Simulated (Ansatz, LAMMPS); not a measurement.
## Electronic structure of glassy 46SiO2-16Al2O3-16BaO-16Li2O-5Sc2O3 (mol %) (121 atoms)

Aim: energy, forces, charges and density of states of glassy 46SiO2-16Al2O3-16BaO-16Li2O-5Sc2O3 (mol %) (121 atoms) at a fixed geometry.

Method: Kohn-Sham DFT, PBE, PAW (set soft_2), plane waves, in Ansatz 0.2.0.

## Step 1: The starting structure

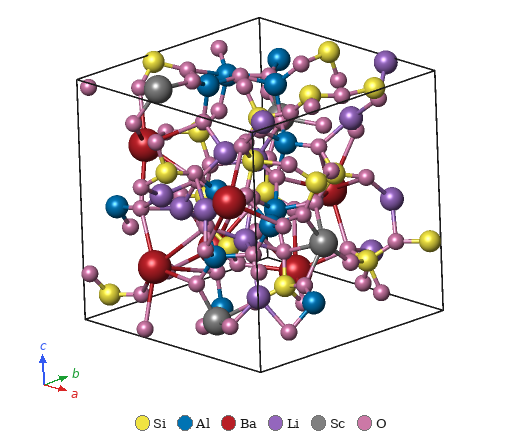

The cell as given, from a free direction (silicon yellow, aluminium blue, barium red, lithium purple, scandium grey, oxygen pink). Bonds to atoms that aren't drawn are left out. Some periodic images of atoms are drawn too.

The cell holds 121 atoms: 17 Si, 12 Al, 6 Ba, 12 Li, 4 Sc and 70 O. Cell: a = 11.676 Å, b = 11.676 Å, c = 11.676 Å, α = 90.0°, β = 90.0°, γ = 90.0°. 121 atoms (17 Si, 12 Al, 6 Ba, 12 Li, 4 Sc, 70 O) placed at random at 3.16 g/cm³, melted at 4000 K for 10 ps at fixed volume with the Morse and Coulomb pair potential with partial charges (Pedone, Malavasi, Menziani, Cormack and Segre, J. Phys. Chem. B 110, 11780 (2006)). Quenched from 4000 K to 300 K at 1000 K/ps and fixed volume, held 10 ps at zero pressure, then minimised at fixed cell.

Before any run, some limits are plain. The quench rate of 1000 K/ps is orders of magnitude faster than experiment, which tends to freeze in extra defects. The starting topology of bonds comes from the classical model, and needn't be the one that DFT or experiment would give. The Brillouin zone is sampled at Γ only, in a cell whose shortest periodic width is 12 Å. No spin–orbit coupling is included, so levels derived from the heavy atoms are approximate.

## Step 2: Making the structure

A classical potential supplies the starting structure, since it reaches far longer times than DFT.

This step: classical MD, Morse and Coulomb pair potential with partial charges (Pedone, Malavasi, Menziani, Cormack and Segre, J. Phys. Chem. B 110, 11780 (2006)) (LAMMPS 22 Jul 2025 - Update 4).

The input, in.lmp:

```
# melt-quench of Si17Al12Ba6Li12Sc4O70
units metal
atom_style charge
boundary p p p
region box block 0 11.6490 0 11.6490 0 11.6490
create_box 6 box
mass 1 28.0850   # Si
mass 2 26.9815   # Al
mass 3 137.3270   # Ba
mass 4 6.9400   # Li
mass 5 44.9559   # Sc
mass 6 15.9990   # O
create_atoms 1 random 17 200049 NULL overlap 1.5 maxtry 2000
create_atoms 2 random 12 200056 NULL overlap 1.5 maxtry 2000
create_atoms 3 random 6 200063 NULL overlap 1.5 maxtry 2000
create_atoms 4 random 12 200070 NULL overlap 1.5 maxtry 2000
create_atoms 5 random 4 200077 NULL overlap 1.5 maxtry 2000
create_atoms 6 random 70 200084 NULL overlap 1.5 maxtry 2000
pair_style hybrid/overlay pedone 5.5 coul/long 8.0
pair_coeff * * coul/long
pair_coeff 1 6 pedone 0.340554 2.006700 2.100000 1   # Si-O
pair_coeff 2 6 pedone 0.361581 1.900442 2.164818 0.9   # Al-O
pair_coeff 3 6 pedone 0.065011 1.547596 3.393410 5   # Ba-O
pair_coeff 4 6 pedone 0.001114 3.429506 2.681360 1   # Li-O
pair_coeff 5 6 pedone 0.000333 3.144445 3.200000 2.6   # Sc-O
pair_coeff 6 6 pedone 0.042395 1.379316 3.618701 22   # O-O
set type 1 charge 2.4
set type 2 charge 1.8
set type 3 charge 1.2
set type 4 charge 0.6
set type 5 charge 1.8
set type 6 charge -1.2
kspace_style pppm 1.0e-4
neigh_modify delay 0 every 1 check yes
# [... 22 lines left out ...]
thermo 1666
fix md all npt temp 300 300 0.2 iso 0 0 2
run 5000 post no
unfix md
thermo 100
min_style cg
minimize 0 1e-3 2000 20000
write_dump all custom glass.dump id type xs ys zs modify sort id
```

On the command line:

```sh
$ lmp -in in.lmp -log none -nocite
```

Numbers of over 12 decimals in the logs are rounded to 6 here.

The log of the run:

```text
LAMMPS (22 Jul 2025 - Update 4)
Created orthogonal box = (0 0 0) to (11.649 11.649 11.649)
Created 17 atoms
Created 12 atoms
Created 6 atoms
Created 12 atoms
Created 4 atoms
Created 70 atoms
PPPM initialization ...
  G vector (1/distance) = 0.37613258
  grid = 12 12 12
  estimated relative force accuracy = 7.0068951e-05
   Step          Time           Temp          PotEng         Press         Density
         0   0              0             -1.1753463      807404.58      3.1600395
        93   0.186          0             -12.971447     -13666.643      3.1600395
Loop time of 0.128139 s on 1 MPI rank(s) for 93 steps with 121 atoms
Minimization stats:
  Stopping criterion = energy tolerance
  Energy initial, next-to-last, final =
      -1.1753462799436  -12.9701671851121  -12.9714468132582
  Force two-norm initial, final = 338.66629 2.5563718
  Iterations, force evaluations = 93 122
   Step          Time           Temp          PotEng         Press         Density
         0   0              4000          -12.971447      28257.002      3.1600395
       500   1              1940.152      -12.786059      29047.853      3.1600395
      1000   2              1922.4383     -12.771211      24525.131      3.1600395
Loop time of 0.833249 s on 1 MPI rank(s) for 1000 steps with 121 atoms
[... 3 lines left out ...]
      2499   4.998          3981.3167     -12.421152      68264.064      3.1600395
      3332   6.664          3134.6088     -12.419429      44089.446      3.1600395
      4165   8.33           4631.5887     -12.424445      96276.561      3.1600395
      4998   9.996          3826.1729     -12.335246      109854.29      3.1600395
      5831   11.662         3438.0211     -12.442064      86514.394      3.1600395
[... 1 line left out ...]
Loop time of 4.40964 s on 1 MPI rank(s) for 5000 steps with 121 atoms
   Step          Time           Temp          PotEng         Press         Density
[... 12 lines left out ...]
Loop time of 1.585 s on 1 MPI rank(s) for 1850 steps with 121 atoms
   Step          Time           Temp          PotEng         Press         Density
[... 3 lines left out ...]
     11662   23.324         294.91904     -13.010808      4025.5233      3.1765062
     12850   25.7           302.89102     -13.006781     -325.39651      3.1381569
Loop time of 5.43434 s on 1 MPI rank(s) for 5000 steps with 121 atoms
   Step          Time           Temp          PotEng         Press         Density
     12850   25.7           302.89102     -13.006781     -325.17765      3.1381569
     12868   25.736         302.89102     -13.044766     -5550.2535      3.1381569
Loop time of 0.0653319 s on 1 MPI rank(s) for 18 steps with 121 atoms
Minimization stats:
  Stopping criterion = linesearch alpha is zero
  Energy initial, next-to-last, final =
     -13.0067810892163  -13.0447663159293  -13.0447663159293
  Force two-norm initial, final = 13.199492 0.55699063
  Iterations, force evaluations = 18 67
```

The job ended after 13 s (1 thread of Arm Neoverse N1, shared host; peak memory 0.075 GiB).

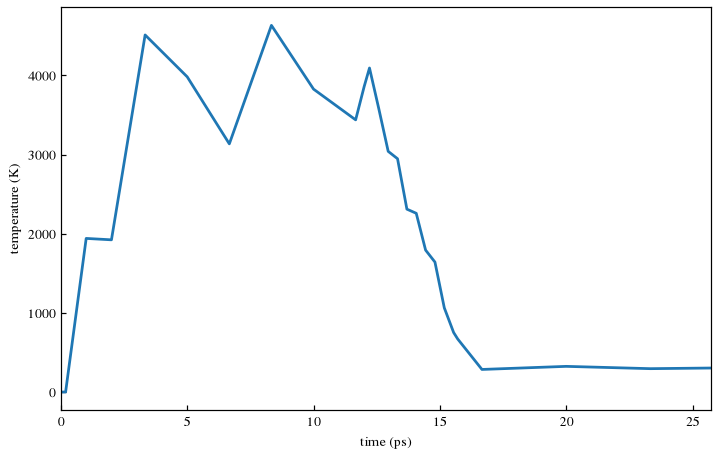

Temperature against time.

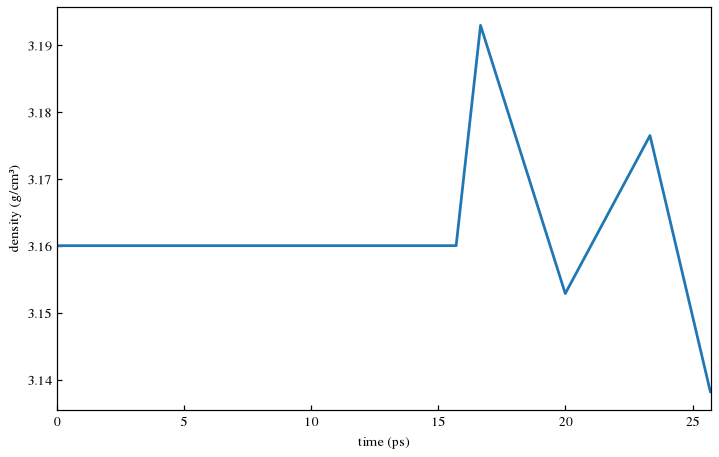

Density, plotted against time.

(Part 1 of 3 ends here.)

[Logs are printed without paths, hosts, clocks, repeated set-up lines and the standing remarks that a program may print on its own settings, such as how far it seeks lower states.]

[Hosts, paths, dates, database ids (printed as entryN), source tags and the programs' standing remarks are cut or masked in the printed files.]
